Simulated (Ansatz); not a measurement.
Geometry relaxation of C$_{4}$H$_{8}$Si

System: C$_{4}$H$_{8}$Si, SMILES CCC1=C[SiH2]1.
Method: RKS PBE-D4/def2-SVP (Ansatz 0.2.0).

The geometry: force-field start. Figures and captions count atoms from 1; the log counts them from 0 in places.

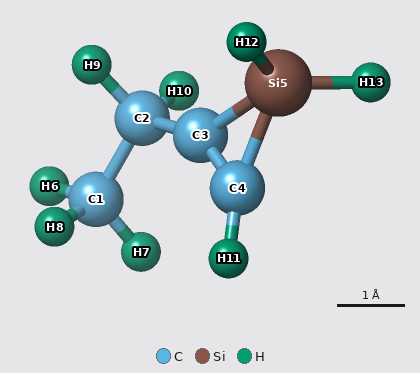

The starting structure (ball-and-stick view, seen at a tilt; atoms are numbered from 1 in the order of the input). Bond lengths as drawn: C–C 1.28 to 1.46 Å, C–H 1.06 to 1.16 Å, C–Si 1.72 to 1.78 Å and H–Si 1.44 to 1.50 Å.

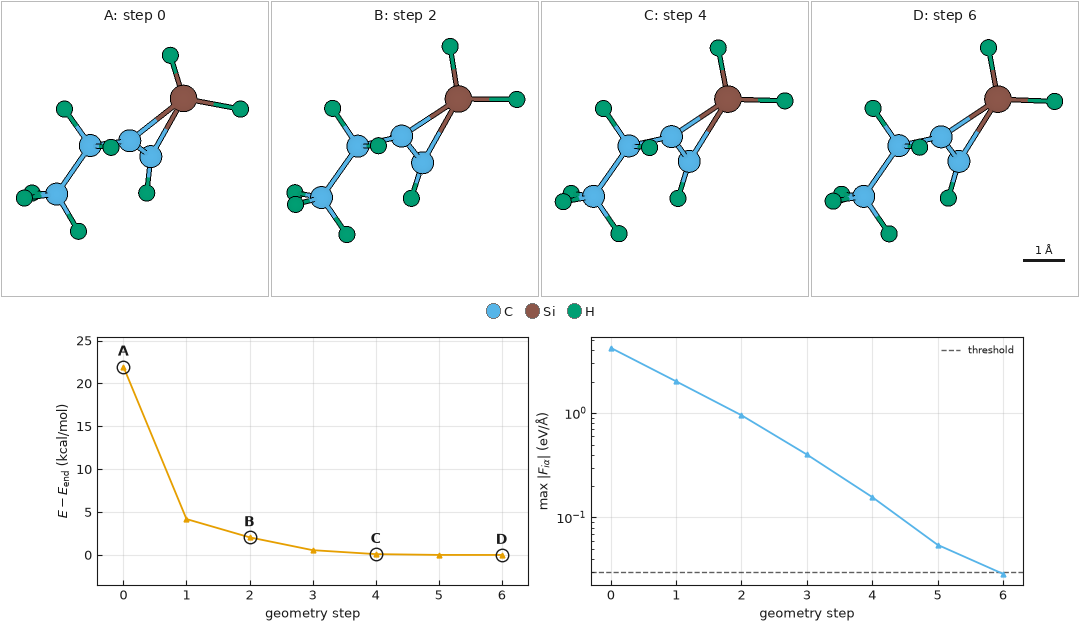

Frames of the relaxation (ball-and-stick view, seen at a tilt) above the curves, on which the letters mark them (the first geometry is step 0 here and step 1 in the log).

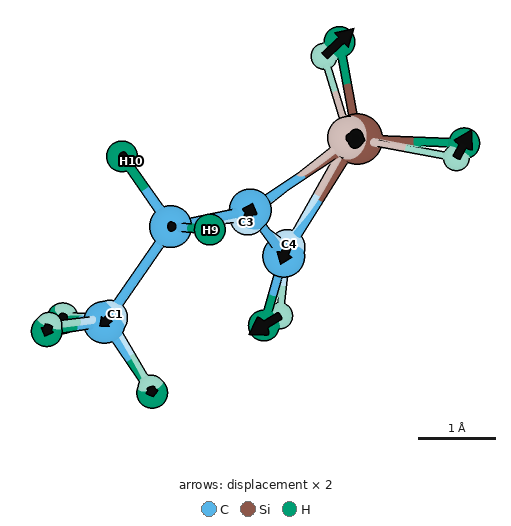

Start (faint) and end (solid) with the displacements as black arrows, magnified 2 times (ball-and-stick view, seen at a tilt). The two geometries are laid on each other by the best rigid fit. Over 6 geometry steps the energy falls by 22.0 kcal/mol. Largest force component: 4.2 eV/Å at the start, 0.029 eV/Å at the end. The atom that moves furthest after the best rigid fit is H13 (0.27 Å). Largest moves by element: H 0.27 Å, Si 0.18 Å, C 0.13 Å. Distances before and after: C4–Si5 1.716 → 1.835 Å, C3–C4 1.280 → 1.349 Å, C1–C2 1.462 → 1.531 Å, C3–Si5 1.779 → 1.845 Å. Among the angles that change: C2–C3–C4 151.7° → 138.3°, C4–Si5–H13 108.3° → 121.5°, C2–C3–Si5 142.3° → 153.6°. (Atoms are counted from 1 in the order of the input.)

The input that produced these results follows, with the program's output.

The input:
```yaml
crystal:
  periodic: [false, false, false]
  atoms:
    - {symbol: C, position_ang: [-1.375000, 1.250200, -0.187100]}
    - {symbol: C, position_ang: [-0.096100, 0.938500, 0.449400]}
    - {symbol: C, position_ang: [0.365500, -0.364300, 0.045900]}
    - {symbol: C, position_ang: [0.259800, -1.431200, -0.653600]}
    - {symbol: Si, position_ang: [1.710500, -1.509600, 0.259200]}
    - {symbol: H, position_ang: [-1.749600, 2.304000, 0.125900]}
    - {symbol: H, position_ang: [-1.315100, 1.311900, -1.287300]}
    - {symbol: H, position_ang: [-2.165200, 0.594600, 0.070300]}
    - {symbol: H, position_ang: [-0.206900, 0.998600, 1.581600]}
    - {symbol: H, position_ang: [0.646300, 1.709300, 0.205700]}
    - {symbol: H, position_ang: [-0.521800, -1.882700, -1.304400]}
    - {symbol: H, position_ang: [1.642800, -2.517500, 1.363500]}
    - {symbol: H, position_ang: [2.825200, -1.436500, -0.654300]}
basis:
  gaussian: {orbitals: def2-SVP}
hamiltonian: {xc: pbe, dispersion: d4}
relax: {f_tol: 0.03, max_steps: 200}
```

Launched with:
```bash
ansatz run in.yaml --threads 4 --pin off --events-out ev --progress --plain --max-ram 10444MiB
```

The program's output:
```
Functional definition: PBE
  name "PBE"
  cite "Perdew, Burke & Ernzerhof, Phys. Rev. Lett. 77, 3865 (1996) doi:10.1103/PhysRevLett.77.3865"
  parent pbe
  parameter kappa = 0.804
  parameter beta = 0.06672455060314922
  exchange = pbe_x(kappa = kappa, mu = beta*pi^2/3)
  correlation = pbe_c(beta = beta)
1292 factors; their error is unknown
mean field evaluation 1: about -12122.1446 eV, gradient 7.5e1 eV
mean field evaluation 2: about -12080.2907 eV, gradient 1.4e2 eV
mean field evaluation 4: about -12137.1802 eV, gradient 1.5e1 eV
mean field evaluation 8: about -12137.7295 eV, gradient 3.0e-1 eV
mean field evaluation 16: about -12137.6586 eV, gradient 9.4e-4 eV
mean field -12137.65856795 eV, -446.0507251715 hartree, gradient 4.7e-5 eV, S^2 0.000000; 0 other end points of the search recorded, 0 dependent functions left out
the calculation of the forces begins
reference -12137.65860528 eV, -446.0507265436 hartree; 23, 23 occupied and 91, 91 virtual orbitals, 1292 factors
relax step   1: F+E_penalty+E_count = -12137.93432942 eV  Δ(F+E_penalty+E_count) = +0.000e0 eV  max|allowed force component| = 4.217e0 eV/Å  Δτ_max = 0.0000 Å  (29 SCF iters, accepted)
these checks for a lower state are left out or cut short: starts, cluster_reference, orbital_swaps, neighbouring_geometries, increment
1292 factors; their error is unknown
mean field -12138.43541687 eV, -446.0792738430 hartree, gradient 1.0e-5 eV, S^2 0.000000; 0 other end points of the search recorded, 0 dependent functions left out
the calculation of the forces begins
reference -12138.43545488 eV, -446.0792752398 hartree; 23, 23 occupied and 91, 91 virtual orbitals, 1292 factors
relax step   2: F+E_penalty+E_count = -12138.70466900 eV  Δ(F+E_penalty+E_count) = -7.703e-1 eV  max|allowed force component| = 2.014e0 eV/Å  Δτ_max = 0.1807 Å  (30 SCF iters, accepted)
these checks for a lower state are left out or cut short: starts, cluster_reference, orbital_swaps, neighbouring_geometries, increment
1292 factors; their error is unknown
mean field evaluation 32: about -12138.5320 eV, gradient 2.0e-3 eV
mean field -12138.53199704 eV, -446.0828230987 hartree, gradient 1.1e-5 eV, S^2 0.000000; 0 other end points of the search recorded, 0 dependent functions left out
the calculation of the forces begins
reference -12138.53203559 eV, -446.0828245155 hartree; 23, 23 occupied and 91, 91 virtual orbitals, 1292 factors
relax step   3: F+E_penalty+E_count = -12138.79697391 eV  Δ(F+E_penalty+E_count) = -9.230e-2 eV  max|allowed force component| = 9.533e-1 eV/Å  Δτ_max = 0.1998 Å  (37 SCF iters, accepted)
these checks for a lower state are left out or cut short: starts, cluster_reference, orbital_swaps, neighbouring_geometries, increment
1292 factors; their error is unknown
mean field -12138.59303365 eV, -446.0850661527 hartree, gradient 1.3e-5 eV, S^2 0.000000; 0 other end points of the search recorded, 0 dependent functions left out
the calculation of the forces begins
reference -12138.59307148 eV, -446.0850675431 hartree; 23, 23 occupied and 91, 91 virtual orbitals, 1292 factors
relax step   4: F+E_penalty+E_count = -12138.86192776 eV  Δ(F+E_penalty+E_count) = -6.495e-2 eV  max|allowed force component| = 4.011e-1 eV/Å  Δτ_max = 0.2000 Å  (29 SCF iters, accepted)
these checks for a lower state are left out or cut short: starts, cluster_reference, orbital_swaps, neighbouring_geometries, increment
1292 factors; their error is unknown
mean field -12138.61343074 eV, -446.0858157321 hartree, gradient 9.4e-6 eV, S^2 0.000000; 0 other end points of the search recorded, 0 dependent functions left out
the calculation of the forces begins
reference -12138.61346868 eV, -446.0858171262 hartree; 23, 23 occupied and 91, 91 virtual orbitals, 1292 factors
relax step   5: F+E_penalty+E_count = -12138.88196642 eV  Δ(F+E_penalty+E_count) = -2.004e-2 eV  max|allowed force component| = 1.568e-1 eV/Å  Δτ_max = 0.0600 Å  (32 SCF iters, accepted)
these checks for a lower state are left out or cut short: starts, cluster_reference, orbital_swaps, neighbouring_geometries, increment
1292 factors; their error is unknown
mean field -12138.61779180 eV, -446.0859759980 hartree, gradient 9.5e-6 eV, S^2 0.000000; 0 other end points of the search recorded, 0 dependent functions left out
the calculation of the forces begins
reference -12138.61782978 eV, -446.0859773937 hartree; 23, 23 occupied and 91, 91 virtual orbitals, 1292 factors
relax step   6: F+E_penalty+E_count = -12138.88600745 eV  Δ(F+E_penalty+E_count) = -4.041e-3 eV  max|allowed force component| = 5.472e-2 eV/Å  Δτ_max = 0.0323 Å  (32 SCF iters, accepted)
these checks for a lower state are left out or cut short: starts, cluster_reference, orbital_swaps, neighbouring_geometries, increment
1292 factors; their error is unknown
mean field -12138.61801420 eV, -446.0859841710 hartree, gradient 9.5e-6 eV, S^2 0.000000; 0 other end points of the search recorded, 0 dependent functions left out
the calculation of the forces begins
reference -12138.61805217 eV, -446.0859855665 hartree; 23, 23 occupied and 91, 91 virtual orbitals, 1292 factors
relax step   7: F+E_penalty+E_count = -12138.88621453 eV  Δ(F+E_penalty+E_count) = -2.071e-4 eV  max|allowed force component| = 2.887e-2 eV/Å  Δτ_max = 0.0094 Å  (33 SCF iters, accepted)
1292 factors; their error is unknown
mean field evaluation 64: about -12138.6180 eV, gradient 1.6e-5 eV
mean field -12138.61801420 eV, -446.0859841710 hartree, gradient 1.6e-5 eV, S^2 0.000000; 1 other end points of the search recorded, 0 dependent functions left out
the calculation of the forces begins
reference -12138.61805217 eV, -446.0859855665 hartree; 23, 23 occupied and 91, 91 virtual orbitals, 1292 factors
Total energy: -12138.88625250 eV, -446.0958417468 hartree
Atom 0 at    -1.445699     1.301006    -0.215519 Å, force     0.001195    -0.008886    -0.002467 eV/Å
Atom 1 at    -0.111464     0.984755     0.464773 Å, force     0.001902     0.002701     0.001473 eV/Å
Atom 2 at     0.457676    -0.346704     0.107139 Å, force    -0.012376    -0.000281    -0.008226 eV/Å
Atom 3 at     0.133153    -1.407523    -0.660187 Å, force     0.016745     0.006085     0.013155 eV/Å
Atom 4 at     1.736597    -1.674157     0.191000 Å, force    -0.028869    -0.003728    -0.018514 eV/Å
Atom 5 at    -1.825683     2.297424     0.086425 Å, force    -0.000998    -0.001950    -0.002181 eV/Å
Atom 6 at    -1.342353     1.296522    -1.319940 Å, force     0.002196     0.003956     0.002706 eV/Å
Atom 7 at    -2.217105     0.548611     0.047765 Å, force     0.001101     0.004322     0.004798 eV/Å
Atom 8 at    -0.211149     1.031084     1.572657 Å, force    -0.000936    -0.000601    -0.001615 eV/Å
Atom 9 at     0.649143     1.761712     0.225958 Å, force    -0.002373     0.000227    -0.001246 eV/Å
Atom 10 at    -0.698174    -1.689658    -1.326488 Å, force     0.008537     0.001716     0.005538 eV/Å
Atom 11 at     1.852738    -2.581703     1.381885 Å, force     0.001317    -0.006276     0.011044 eV/Å
Atom 12 at     3.042720    -1.556069    -0.540668 Å, force     0.012558     0.002714    -0.004463 eV/Å
Dipole moment:    -0.126919     0.183021     0.019317 e Å
```

Trajectory as extended XYZ (Å, eV, eV/Å), 7 frames, from step=1 to step=7:
```
13
Properties=species:S:1:pos:R:3:forces:R:3 step=1 energy=-12137.93433
C    -1.3750    1.2502   -0.1871   -1.3679   3.6725  -0.7191
C    -0.0961    0.9385    0.4494   -0.2027   0.4627   1.4614
C     0.3655   -0.3643    0.0459    1.2268   2.7443   2.0967
C     0.2598   -1.4312   -0.6536   -4.2169  -2.8854  -3.7049
Si    1.7105   -1.5096    0.2592    2.5106  -1.4903   1.7726
H    -1.7496    2.3040    0.1259    0.3854  -1.1441  -0.3168
H    -1.3151    1.3119   -1.2873    0.0911  -0.1972  -0.2182
H    -2.1652    0.5946    0.0703   -1.2521  -1.3153   0.4116
H    -0.2069    0.9986    1.5816    0.2564  -0.1971  -0.6888
H     0.6463    1.7093    0.2057    0.4989   0.1781  -0.0639
H    -0.5218   -1.8827   -1.3044    0.2365   0.2118  -0.0051
H     1.6428   -2.5175    1.3635    0.4862  -0.0106   0.1812
H     2.8252   -1.4365   -0.6543    1.3479  -0.0293  -0.2066
13
Properties=species:S:1:pos:R:3:forces:R:3 step=2 energy=-12138.70467
C    -1.4323    1.3215   -0.1858   -0.6228   1.2087  -0.3189
C    -0.1131    0.9500    0.4397   -0.2756   0.2124   0.4897
C     0.3781   -0.3790    0.0509    0.8617   0.8305   0.8670
C     0.2050   -1.4697   -0.6775   -2.0139  -0.8186  -1.4874
Si    1.7199   -1.5994    0.2352    1.2597  -0.6775   0.5762
H    -1.7873    2.3459    0.1238    0.2552  -0.4555  -0.0657
H    -1.3711    1.3472   -1.2926    0.0433  -0.0836  -0.0396
H    -2.2367    0.6287    0.0802   -0.2814  -0.4025   0.1299
H    -0.1806    0.9916    1.5591    0.0374  -0.0753  -0.2498
H     0.6642    1.7023    0.1987    0.1502   0.0411  -0.0727
H    -0.5781   -1.8560   -1.3612    0.1407   0.1123   0.0581
H     1.7750   -2.5490    1.4068    0.1819   0.1312  -0.0491
H     2.9775   -1.4688   -0.5626    0.2637  -0.0233   0.1624
13
Properties=species:S:1:pos:R:3:forces:R:3 step=3 energy=-12138.79697
C    -1.4849    1.3494   -0.2305    0.4996  -0.3175   0.2408
C    -0.1253    0.9937    0.4360    0.2041  -0.1136  -0.1163
C     0.4781   -0.3517    0.1170   -0.9533  -0.2419  -0.1167
C     0.1084   -1.4671   -0.5724    0.2923   0.5890  -0.3134
Si    1.7442   -1.6854    0.1941    0.3597  -0.3508   0.4037
H    -1.9097    2.2838    0.2077    0.1291  -0.2169  -0.1552
H    -1.3498    1.4885   -1.3237   -0.0652   0.0489   0.0568
H    -2.2236    0.5285   -0.0922    0.0601   0.1150   0.0502
H    -0.1806    1.0606    1.5486   -0.0848   0.0383  -0.1040
H     0.6587    1.7341    0.1556   -0.1374   0.1552   0.0742
H    -0.6910   -1.7468   -1.2786   -0.1021  -0.0097   0.1757
H     1.9199   -2.6493    1.3514   -0.1030   0.2305  -0.0320
H     3.0761   -1.5731   -0.4981   -0.0991   0.0737  -0.1638
13
Properties=species:S:1:pos:R:3:forces:R:3 step=4 energy=-12138.86193
C    -1.4446    1.2866   -0.2333    0.1595   0.0750   0.1710
C    -0.1114    0.9827    0.4698    0.0276  -0.1585  -0.1048
C     0.4549   -0.3544    0.1181    0.1525  -0.0392   0.0962
C     0.1213   -1.4207   -0.6420   -0.3109   0.4011  -0.0568
Si    1.7290   -1.6872    0.1767    0.1303   0.0746   0.1690
H    -1.8245    2.2800    0.0911   -0.0796  -0.1338  -0.1299
H    -1.3217    1.2910   -1.3382    0.0149   0.0726   0.0944
H    -2.2085    0.5127    0.0010    0.0571   0.1223   0.0574
H    -0.1965    1.0450    1.5785   -0.1568  -0.0798  -0.0127
H     0.6593    1.7563    0.2497   -0.0563  -0.0027  -0.1456
H    -0.7475   -1.6180   -1.2913    0.0735  -0.2434  -0.0557
H     1.8742   -2.5756    1.3807   -0.0113  -0.0354  -0.0349
H     3.0366   -1.5331   -0.5460   -0.0006  -0.0530  -0.0476
13
Properties=species:S:1:pos:R:3:forces:R:3 step=5 energy=-12138.88197
C    -1.4448    1.3032   -0.2215   -0.0068  -0.1340  -0.0971
C    -0.1173    0.9801    0.4630    0.0896   0.1568   0.1533
C     0.4626   -0.3458    0.1230   -0.0533  -0.0723  -0.0965
C     0.1322   -1.4062   -0.6412   -0.1034  -0.0077  -0.0703
Si    1.7385   -1.6750    0.1900    0.0813  -0.0406   0.0301
H    -1.8382    2.2925    0.0858    0.0267  -0.0055   0.0180
H    -1.3255    1.3098   -1.3245   -0.0267   0.0186  -0.0041
H    -2.2099    0.5375    0.0210   -0.0273   0.0262   0.0074
H    -0.2185    1.0310    1.5684   -0.0301   0.0156   0.0790
H     0.6465    1.7530    0.2312    0.0343   0.0753  -0.0213
H    -0.7125   -1.6660   -1.2994    0.0247  -0.0512  -0.0093
H     1.8692   -2.5890    1.3765   -0.0001   0.0143  -0.0032
H     3.0380   -1.5597   -0.5576   -0.0088   0.0045   0.0140
13
Properties=species:S:1:pos:R:3:forces:R:3 step=6 energy=-12138.88601
C    -1.4452    1.3014   -0.2183    0.0465  -0.0357   0.0099
C    -0.1117    0.9848    0.4662   -0.0326   0.0547   0.0135
C     0.4588   -0.3459    0.1113   -0.0016   0.0092  -0.0008
C     0.1322   -1.4066   -0.6545   -0.0108  -0.0156  -0.0122
Si    1.7362   -1.6758    0.1886    0.0218  -0.0024   0.0126
H    -1.8274    2.2960    0.0858   -0.0063   0.0023  -0.0025
H    -1.3370    1.2993   -1.3219    0.0004   0.0101  -0.0090
H    -2.2145    0.5455    0.0394   -0.0137   0.0034   0.0109
H    -0.2162    1.0350    1.5737    0.0037  -0.0174  -0.0047
H     0.6473    1.7645    0.2307    0.0051  -0.0106  -0.0084
H    -0.7002   -1.6899   -1.3173   -0.0170  -0.0001  -0.0149
H     1.8574   -2.5854    1.3777   -0.0016  -0.0012   0.0098
H     3.0408   -1.5577   -0.5467    0.0061   0.0032  -0.0041
13
Properties=species:S:1:pos:R:3:forces:R:3 step=7 energy=-12138.88622
C    -1.4457    1.3010   -0.2155    0.0012  -0.0089  -0.0025
C    -0.1115    0.9848    0.4648    0.0019   0.0027   0.0015
C     0.4577   -0.3467    0.1071   -0.0124  -0.0003  -0.0082
C     0.1332   -1.4075   -0.6602    0.0167   0.0061   0.0132
Si    1.7366   -1.6742    0.1910   -0.0289  -0.0037  -0.0185
H    -1.8257    2.2974    0.0864   -0.0010  -0.0019  -0.0022
H    -1.3424    1.2965   -1.3199    0.0022   0.0040   0.0027
H    -2.2171    0.5486    0.0478    0.0011   0.0043   0.0048
H    -0.2111    1.0311    1.5727   -0.0009  -0.0006  -0.0016
H     0.6491    1.7617    0.2260   -0.0024   0.0002  -0.0012
H    -0.6982   -1.6897   -1.3265    0.0085   0.0017   0.0055
H     1.8527   -2.5817    1.3819    0.0013  -0.0063   0.0110
H     3.0427   -1.5561   -0.5407    0.0126   0.0027  -0.0045
```

Results in brief:

- outcome: converged
- total energy: −12138.8863 eV
- mean-field energy: −12138.6181 eV
- dispersion energy: −0.2682 eV
- SCF solution under orbital rotations: stable
- largest force (length of the vector) at the end: 0.034 eV/Å
- dipole moment: 1.07 D
- hardware: 4 threads of Arm Neoverse V1, 23 GiB of memory available, shared host
- wall time: 10 s (CPU time 35 s)
- peak memory: 0.15 GiB
